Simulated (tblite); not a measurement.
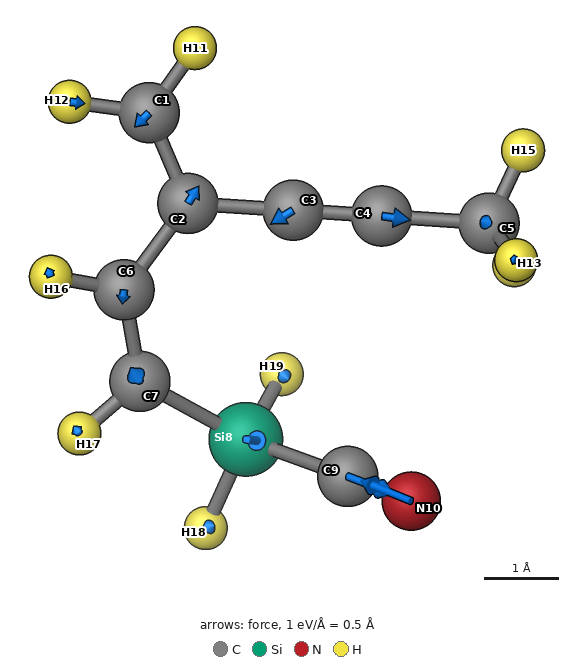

Starting geometry of C$_{8}$H$_{9}$NSi with the computed forces as blue arrows. A ball-and-stick model, seen at a tilt.

All numbers below come from GFN2-xTB geometry optimisation, gas phase (tblite 0.8.0). 

Is this structure relaxed? If not, where do the atoms go?

Answer. It isn't relaxed: the largest force vector, on the N atom, is 1.89 eV/Å. The final displacements have little in common with the starting forces (cosine between the two patterns 0.08). After 136 geometry steps the energy has fallen by 21.0 kJ/mol. The atom that moves furthest after the best rigid fit is an H atom (0.79 Å). Largest moves by element: H 0.79 Å, N 0.68 Å, C 0.47 Å, Si 0.17 Å. Among the contacts that change: C–Si 1.842 → 1.878 Å, H–Si 1.485 → 1.463 Å, C–C 1.459 → 1.442 Å, C–N 1.161 → 1.146 Å. Bond angles that change, for instance: H–Si–H 104.9° → 111.1°, C–Si–H 110.0° → 104.6°, C–Si–H 109.8° → 115.0°. The run took 2.1 s on 1 thread of Arm Neoverse N1, on a shared host.
